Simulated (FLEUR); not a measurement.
## Anisotropy of FePt (volume factor 0.88 on the database's cell) with FLEUR

Aim: the anisotropy of FePt (volume factor 0.88 on the database's cell) from single passes in the potential of one collinear state.

Program: FLEUR MaX-R8.1. Level of theory: PBE; all-electron FLAPW, Dirac cores, scalar-relativistic bands. Results are calculated unless marked as measured.

## 1. Starting point

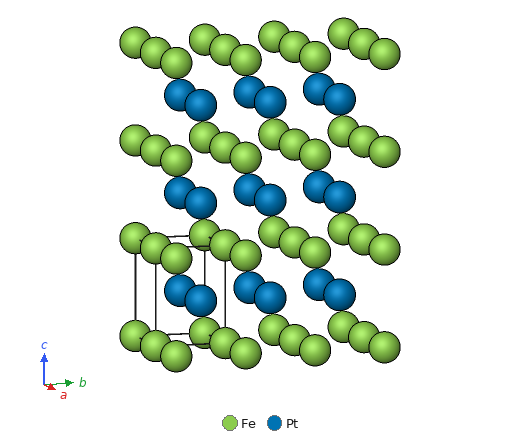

Start, viewed slightly off an axis; iron green, platinum blue. 2×3×3 cells are drawn. Some periodic images of atoms are drawn too.

Coordinates:

```cif
data_structure
_symmetry_space_group_name_H-M 'P 1'
_symmetry_Int_Tables_number 1
_cell_length_a 2.6099
_cell_length_b 2.6099
_cell_length_c 3.5648
_cell_angle_alpha 90.000
_cell_angle_beta 90.000
_cell_angle_gamma 90.000
_cell_volume 24.28
loop_
_atom_site_label
_atom_site_type_symbol
_atom_site_fract_x
_atom_site_fract_y
_atom_site_fract_z
_atom_site_occupancy
Fe1 Fe 0.00000 0.00000 0.00000 1
Pt2 Pt 0.50000 0.50000 0.50000 1
```

The cell is strained on purpose: volume factor 0.88 on the database's cell.

## 2. The magnetic state

The force theorems are single passes in this state's potential, so it has to be converged first.

No symmetry is used, so that later steps may turn the spins freely; k and −k are joined. inpgen writes inp.xml from crystal.txt; cutoffs, mixing, functional, smearing and local orbitals are then set in the file. The k list scf (kpts.xml, not shown) is a Γ-centred 12×12×12 mesh; where the ranks do not divide the number of points, some are split in two of half the weight.

The input, inp.xml:

```
<?xml version="1.0" encoding="UTF-8" standalone="no"?>
<fleurInput fleurInputVersion="0.39">
   <comment>
      FePt
   </comment>
   <calculationSetup>
      <cutoffs Kmax="3.6" Gmax="10.8" GmaxXC="10.8" numbands="0"/>
      <scfLoop itmax="110" minDistance="0.00002" maxIterBroyd="15" imix="Anderson" alpha="0.05" precondParam="0.0" spinf="2.0" sdNocoIR="T"/>
      <coreElectrons ctail="F" frcor="F" kcrel="0" coretail_lmax="0"/>
      <xcFunctional name="pbe" relativisticCorrections="F"/>
      <magnetism jspins="2" l_noco="F" l_ss="F">
         <qss>0.0 0.0 0.0</qss>
         <mtNocoParams l_mperp="F" l_mtNocoPot="F" l_relaxSQA="F" mag_mixing_scheme="0" mix_RelaxWeightOffD="1.0" l_constrained="F" mix_constr="1.0"/>
         <sourceFreeMag l_sourceFree="F" l_scaleMag="F" mag_scale="1.0"/>
      </magnetism>
      <soc l_soc="F" theta="0.0" phi="0.0" spav="F"/>
      <expertModes spex="0" secvar="F"/>
      <geometryOptimization l_f="F" forcealpha="1.0" forcemix="BFGS" epsdisp="0.00001" epsforce="0.00001"/>
      <ldaU l_linMix="F" mixParam="0.05" spinf="1.0"/>
   </calculationSetup>
   <cell>
      <bzIntegration valenceElectrons="32.0" mode="hist" fermiSmearingEnergy="0.00183747">
         <kPointListSelection listName="scf"/>
         <xi:include xmlns:xi="http://www.w3.org/2001/XInclude" href="kpts.xml"> </xi:include>
      </bzIntegration>
      <xi:include xmlns:xi="http://www.w3.org/2001/XInclude" href="sym.xml"> </xi:include>
      <bulkLattice scale="1.0">
         <bravaisMatrix>
            <row-1>    4.9319705123182453     0.0000000000000000     0.0000000000000000</row-1>
            <row-2>    0.0000000000000000     4.9319705123182453     0.0000000000000000</row-2>
            <row-3>    0.0000000000000000     0.0000000000000000     6.7365266237907395</row-3>
         </bravaisMatrix>
      </bulkLattice>
   </cell>
   <atomSpecies>
      <species name="Iron (Fe) 2.800" element="Fe" atomicNumber="26">
         <mtSphere radius="2.36" gridPoints="781" logIncrement="0.016"/>
         <atomicCutoffs lmax="8" lnonsphr="6"/>
         <electronConfig flipSpins="F">
            <coreConfig>(1s1/2) (2s1/2) (2p1/2) (2p3/2)</coreConfig>
            <valenceConfig>(3s1/2) (3p1/2) (3p3/2) (4s1/2) (3d3/2) (3d5/2)</valenceConfig>
            <stateOccupation state="(3d3/2)" spinUp="1.4" spinDown="1.0"/>
            <stateOccupation state="(3d5/2)" spinUp="3.0" spinDown="0.6"/>
         </electronConfig>
         <energyParameters s="4" p="4" d="3" f="4"/>
         <lo type="SCLO" l="0" n="3" eDeriv="0"/>
         <lo type="SCLO" l="1" n="3" eDeriv="0"/>
      </species>
      <species name="Platinum (Pt)" element="Pt" atomicNumber="78">
         <mtSphere radius="2.36" gridPoints="781" logIncrement="0.017"/>
         <atomicCutoffs lmax="8" lnonsphr="6"/>
         <electronConfig flipSpins="F">
            <coreConfig>(1s1/2) (2s1/2) (2p1/2) (2p3/2) (3s1/2) (3p1/2) (3p3/2) (4s1/2) (3d3/2) (3d5/2) (4p1/2) (4p3/2) (5s1/2) (4d3/2) (4d5/2) (4f5/2) (4f7/2)</coreConfig>
            <valenceConfig>(5p1/2) (5p3/2) (6s1/2) (5d3/2) (5d5/2)</valenceConfig>
            <stateOccupation state="(6s1/2)" spinUp="0.500000" spinDown="0.500000"/>
            <stateOccupation state="(5d3/2)" spinUp="1.800000" spinDown="1.800000"/>
            <stateOccupation state="(5d5/2)" spinUp="2.700000" spinDown="2.700000"/>
         </electronConfig>
         <energyParameters s="6" p="6" d="5" f="5"/>
         <lo type="SCLO" l="1" n="5" eDeriv="0"/>
      </species>
   </atomSpecies>
   <atomGroups>
      <atomGroup species="Iron (Fe) 2.800">
         <relPos label="                   1">.0000000000 .0000000000 .0000000000</relPos>
         <force calculate="T" relaxXYZ="TTT"/>
         <nocoParams  alpha="0.0" beta="0.0"/>
      </atomGroup>
      <atomGroup species="Platinum (Pt)">
         <relPos label="                   2">1.000/2.000 1.000/2.000 1.000/2.000</relPos>
         <force calculate="T" relaxXYZ="TTT"/>
         <nocoParams  alpha="0.0" beta="0.0"/>
      </atomGroup>
   </atomGroups>
   <output dos="F" band="F" slice="F">
      <bandDOS minEnergy="-.5*Htr" maxEnergy="0.5*Htr" sigma="0.015" storeEVData="T"/>
      <plotting iplot="0" polar="F">
         <plot TwoD="T" vec1="  1.0  0.0  0.0" vec2="  0.0  1.0  0.0" vec3="  0.0  0.0  1.0" zero="  0.0  0.0  0.0" file="plot"/>
      </plotting>
      <moessbauerParams electricFieldGradient="F" isomerShift="F" coreHyperfine="F" valenceHyperfine="F"/>
   </output>
</fleurInput>
```

The input, crystal.txt:

```
FePt
&input film=F cartesian=F /
2.60988640000  0.00000000000  0.00000000000
0.00000000000  2.60988640000  0.00000000000
0.00000000000  0.00000000000  3.56481637000
1.8897261246
1.0 1.0 1.0

2
26 0.00000000000  0.00000000000  0.00000000000 : 2.800
78 0.50000000000  0.50000000000  0.50000000000

&kpt div1=12 div2=12 div3=12 gamma=T /
```

Launch:

```bash
$ OMP_NUM_THREADS=1 inpgen -f crystal.txt -nosym -noco > inpgen.log  # inp.xml is then edited as shown
$ OMP_NUM_THREADS=1 mpirun -n 4 fleur_MPI > fleur.log
```

Output:

```text
Welcome to FLEUR        (www.flapw.de)
      MaX-Release 8.1          (www.max-centre.eu)

 ========== k-point set info ==========
 Selected k-point list: scf
 k-point list type: mesh
 0 x 0 x 0
 Number of k points: 868

 ------------Calculation Setup---------------------------
 Number of MPI-tasks      :            4
 Number of PE/node        :            4
 Number of OMP-threads    :            1
 k-points in parallel     :            4
 pe's per k-point         :            1
 No of k-point loops      :          217
 Eigenvalue solver        :       lapack
 Number of basis functions:          152
 Approximate size of matrices (H+S) per k-point:         0.001 GB
 --------------------------------------------------------
 Complex matrix made real
 Complex matrix made real
 Iteration:     1   Distance:      41.87018704 me/bohr^3
 Iteration:     2   Distance:      19.56547481 me/bohr^3
 Iteration:     3   Distance:      14.09842942 me/bohr^3
 Iteration:     4   Distance:       8.76205273 me/bohr^3
 Iteration:     5   Distance:       5.92122619 me/bohr^3
 Iteration:     6   Distance:       6.29277075 me/bohr^3
 Iteration:     7   Distance:       3.27000637 me/bohr^3
 Iteration:     8   Distance:       2.82538448 me/bohr^3
 Iteration:     9   Distance:       1.01670816 me/bohr^3
 Iteration:    10   Distance:       0.99010275 me/bohr^3
 Iteration:    11   Distance:       0.25900406 me/bohr^3
 Iteration:    12   Distance:       0.20853106 me/bohr^3
 Iteration:    13   Distance:       0.04968199 me/bohr^3
 Iteration:    14   Distance:       0.06661919 me/bohr^3
 Iteration:    15   Distance:       0.02603433 me/bohr^3
 Iteration:    16   Distance:       0.02427488 me/bohr^3
 Iteration:    17   Distance:       0.01930604 me/bohr^3
 Iteration:    18   Distance:       0.00629147 me/bohr^3
 Iteration:    19   Distance:       0.00295771 me/bohr^3
 Iteration:    20   Distance:       0.00169597 me/bohr^3
 Iteration:    21   Distance:       0.00073560 me/bohr^3
 Iteration:    22   Distance:       0.00018489 me/bohr^3
 Iteration:    23   Distance:       0.00007321 me/bohr^3
 Iteration:    24   Distance:       0.00005233 me/bohr^3
 Iteration:    25   Distance:       0.00001059 me/bohr^3

 ********************************************************************
 Run finished successfully
 Stop message:
   all done
 ********************************************************************

--- out.xml (last complete iteration) ---
<iteration numberForCurrentRun="   25" overallNumber="   25">
         [... left out ...]
         <bandgap value="0.0000000000" units="eV"/>
         <sumValenceSingleParticleEnergies value="-15.6040367393" units="Htr"/>
         <FermiEnergy value="0.5233564582" units="Htr"/>
         <valenceDensity>
            <mtCharges spin="1">
               <mtCharge atomType="1" total="8.9417824" s="1.2112307" p="3.2384714" d="4.4527098" f="0.0292364"/>
               <mtCharge atomType="2" total="7.3155649" s="0.2421937" p="3.1688939" d="3.8659831" f="0.0301035"/>
            </mtCharges>
            <mtCharges spin="2">
               <mtCharge atomType="1" total="6.2471209" s="1.2057247" p="3.2430374" d="1.7617545" f="0.0272576"/>
               <mtCharge atomType="2" total="6.9460916" s="0.2581657" p="3.2047385" d="3.4516202" f="0.0248001"/>
            </mtCharges>
            <spinDependentCharge spin="1" total="17.5043922" interstitial="1.2470449" mtSpheres="16.2573473"/>
            <spinDependentCharge spin="2" total="14.4956078" interstitial="1.3023954" mtSpheres="13.1932125"/>
            <totalCharge value="32.0000000000"/>
         </valenceDensity>
         [... left out ...]
         <allElectronCharges>
            <spinDependentCharge spin="1" total="53.5043922" interstitial="1.2481763" mtSpheres="52.2562159"/>
            <spinDependentCharge spin="2" total="50.4956078" interstitial="1.3035328" mtSpheres="49.1920750"/>
            <totalCharge value="104.0000000123"/>
         </allElectronCharges>
         <magneticMomentsInMTSpheres units="muBohr">
            <globalMagMoment atomType="1" vec="0.00000   0.00000   2.69466"/>
            <localMagMoment atomType="1" vec="0.00000   0.00000   2.69466"/>
            <globalMagMoment atomType="2" vec="0.00000   0.00000   0.36948"/>
            <localMagMoment atomType="2" vec="0.00000   0.00000   0.36948"/>
         </magneticMomentsInMTSpheres>
         <moessbauerParams unitsHFF="kG" unitsIS="e/bohr^3" unitsEFG="Htr/bohr^2">
         </moessbauerParams>
         <totalEnergy value="   -19719.5304521129" units="Htr">
            <sumOfEigenvalues value="   -12052.6038559205">
               <coreElectrons value="-12036.9998191812"/>
               <valenceElectrons value="-15.6040367393"/>
            </sumOfEigenvalues>
            <densityCoulombPotentialIntegral value="-33913.9106999045"/>
            <densityEffectivePotentialIntegral value="-34454.3503398060"/>
            <chargeDenXCDenIntegral value="-413.4124096897"/>
            <FockExchangeEnergyValence value="0.0000000000"/>
            <FockExchangeEnergyCore value="0.0000000000"/>
            <atomTypeDependentContributions atomType="1">
               <electronNucleiInteractionDifferentMTs value="1521.9949659011"/>
               <MadelungTerm value="-10.6665784701"/>
            </atomTypeDependentContributions>
            <atomTypeDependentContributions atomType="2">
               <electronNucleiInteractionDifferentMTs value="23172.8537802240"/>
               <MadelungTerm value="-45.3938517614"/>
            </atomTypeDependentContributions>
            <tkbTimesEntropy value="0.0003819531"/>
            <freeEnergy value="-19719.5308340660"/>
            <extrapolationTo0K value="-19719.5306430894"/>
         </totalEnergy>
         <densityConvergence units="me/bohr^3">
            <chargeDensity spin="1" distance="0.0000049517"/>
            <chargeDensity spin="2" distance="0.0000077864"/>
            <overallChargeDensity distance="0.0000105941"/>
            <spinDensity distance="0.0000076197"/>
         </densityConvergence>
      </iteration>
```

The job ended after 2.9 min (4 MPI ranks of Arm Neoverse V2, shared host; peak memory 0.54 GiB; 12 min of CPU time).

Spin moment in the muffin-tin sphere by atom:

| atom | spin moment in the muffin-tin sphere (μB) |
| --- | --- |
| Fe1 | 2.69 |
| Pt2 | 0.37 |

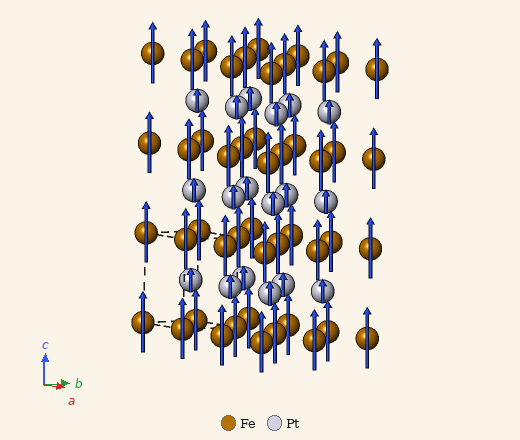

Spin moment in the muffin-tin sphere as arrows, the longest 2.69 μB. Up and down stand for the sign. Arrows give size and sign along the axis of quantisation, drawn up and down the page. Each arrow also spans its atom, so small moments look longer than they are. 3×2×3 cells are drawn. Some periodic images of atoms are drawn too.

Numbers from this step:

```yaml
free_energy: -536595.7701 eV
program_s_band_gap_on_this_mesh_in_a_metal_only_a_level_spacing: 0 eV
magnetization: 3.009 μB
final_state: ferromagnetic
```

After 25 cycles the largest moment stands at 2.69 μB.

## 3. Anisotropy by the force theorem, rung 1

Anisotropy is a small difference, so it is taken from sums over occupied states at a frozen potential, where most errors cancel.

One pass with spin–orbit coupling for each direction, from the saved density. Inversion lets half of the mesh serve, which the program's warning doesn't know. The k list mae (kpts.xml, not shown) is a Γ-centred 15×15×11 mesh.

Edit inp.xml of step 2 so:

```diff
@@ -6,4 +6,4 @@
    <calculationSetup>
-      <cutoffs Kmax="3.6" Gmax="10.8" GmaxXC="10.8" numbands="0"/>
-      <scfLoop itmax="110" minDistance="0.00002" maxIterBroyd="15" imix="Anderson" alpha="0.05" precondParam="0.0" spinf="2.0" sdNocoIR="T"/>
+      <cutoffs Kmax="3.6" Gmax="10.8" GmaxXC="10.8" numbands="72"/>
+      <scfLoop itmax="1" minDistance="0.00002" maxIterBroyd="15" imix="Anderson" alpha="0.05" precondParam="0.0" spinf="2.0" sdNocoIR="T"/>
       <coreElectrons ctail="F" frcor="F" kcrel="0" coretail_lmax="0"/>
@@ -15,3 +15,3 @@
       </magnetism>
-      <soc l_soc="F" theta="0.0" phi="0.0" spav="F"/>
+      <soc l_soc="T" theta="0.0" phi="0.0" spav="F"/>
       <expertModes spex="0" secvar="F"/>
@@ -22,3 +22,3 @@
       <bzIntegration valenceElectrons="32.0" mode="hist" fermiSmearingEnergy="0.00183747">
-         <kPointListSelection listName="scf"/>
+         <kPointListSelection listName="mae"/>
          <xi:include xmlns:xi="http://www.w3.org/2001/XInclude" href="kpts.xml"> </xi:include>
@@ -81,2 +81,5 @@
    </output>
+   <forceTheorem>
+      <MAE theta="0.0 1.5707963 1.5707963 0.7853982" phi="0.0 0.0 0.7853982 0.0"/>
+   </forceTheorem>
 </fleurInput>
```

Launch:

```bash
$ OMP_NUM_THREADS=1 mpirun -n 4 fleur_MPI -warn_only > fleur.log
```

Output:

```text
[banner, memory and clock lines left out]
Welcome to FLEUR        (www.flapw.de)
      MaX-Release 8.1          (www.max-centre.eu)
************FLEUR-Warning*****************
Error message: k-point set is not compatible to missing time-reversal symmetry in calculation.
Error occurred in subroutine: gen_bz
Error from PE:0/4
************FLEUR-Warning*****************
Error message: k-point set is not compatible to missing time-reversal symmetry in calculation.
Error occurred in subroutine: gen_bz
Error from PE:2/4
*****************************************
Other PEs with error messages:
     1-k-point set is not compatible to missing time-reversal symmetry in calculation.
     2-k-point set is not compatible to missing time-reversal symmetry in calculation.
*****************************************

 ========== k-point set info ==========
 Selected k-point list: mae
 k-point list type: mesh
 0 x 0 x 0
 Number of k points: 1240

 [... set-up left out ...]
 ********************************************************************
 Run finished successfully
 Stop message:
   Forcetheorem MAE
 ********************************************************************

--- out.xml (force theorem) ---
<Forcetheorem_MAE Angles="4" units="Htr">
            <Angle theta="0.0000000" phi="0.0000000" ev-sum="-15.651767924"/>
            <Angle theta="1.5707963" phi="0.0000000" ev-sum="-15.651656073"/>
            <Angle theta="1.5707963" phi="0.7853982" ev-sum="-15.651657889"/>
            <Angle theta="0.7853982" phi="0.0000000" ev-sum="-15.651712127"/>
         </Forcetheorem_MAE>
```

Wall time 70 s (4 MPI ranks); peak memory 1.1 GiB; 4.6 min of CPU time.

Anisotropy energies, by row:

| axis | x | y | z | band energy less the first axis' (meV a cell) |
| --- | --- | --- | --- | --- |
| [001] | 0 | 0 | 1 | 0 |
| [100] | 1 | 0 | 0 | 3.044 |
| [110] | 0.7071 | 0.7071 | 0 | 2.994 |
| 45 degrees from [001] toward [100] | 0.7071 | 0 | 0.7071 | 1.518 |

Indices are those of the standard conventional cell; x, y, z give the same directions in the axes of the input.

## 4. Energy against the direction of the moments, rung 2

A second rung shows how far the first can be trusted.

The k list mae (kpts.xml, not shown) is a Γ-centred 21×21×16 mesh.

inp.xml is that of step 3.

Output:

```text
[banner, memory and clock lines left out]
Welcome to FLEUR        (www.flapw.de)
      MaX-Release 8.1          (www.max-centre.eu)
************FLEUR-Warning*****************
Error message: k-point set is not compatible to missing time-reversal symmetry in calculation.
Error occurred in subroutine: gen_bz
Error from PE:0/4
Other PEs with error messages:
     2-k-point set is not compatible to missing time-reversal symmetry in calculation.
     3-k-point set is not compatible to missing time-reversal symmetry in calculation.
*****************************************

[...]
Error from PE:2/4
*****************************************
 [... set-up left out ...]
 ********************************************************************
 Run finished successfully
 Stop message:
   Forcetheorem MAE
 ********************************************************************

--- out.xml (force theorem) ---
<Forcetheorem_MAE Angles="4" units="Htr">
            <Angle theta="0.0000000" phi="0.0000000" ev-sum="-15.651861517"/>
            <Angle theta="1.5707963" phi="0.0000000" ev-sum="-15.651727672"/>
            <Angle theta="1.5707963" phi="0.7853982" ev-sum="-15.651728749"/>
            <Angle theta="0.7853982" phi="0.0000000" ev-sum="-15.651794864"/>
         </Forcetheorem_MAE>
```

Run time: 3.3 min. Hardware: 4 MPI ranks; peak memory 2.8 GiB.

Anisotropy energies, by row:

| axis | x | y | z | band energy less the first axis' (meV a cell) |
| --- | --- | --- | --- | --- |
| [001] | 0 | 0 | 1 | 0 |
| [100] | 1 | 0 | 0 | 3.642 |
| [110] | 0.7071 | 0.7071 | 0 | 3.613 |
| 45 degrees from [001] toward [100] | 0.7071 | 0 | 0.7071 | 1.814 |

(Part 1 of 2 ends here.)

[Logs and program files are shortened in this print: banners, set-up blocks, solver, clock and traceback lines can be left out without a mark of their own.]

[Logs are printed without paths, hosts, clocks, repeated set-up lines and the standing remarks that a program may print on its own settings, such as how far it seeks lower states.]

[Hosts, paths, dates, database ids (printed as entryN), source tags and the programs' standing remarks are cut or masked in the printed files.]

[Where a cell is said to come from a database of computed structures, the database is the Materials Project.]
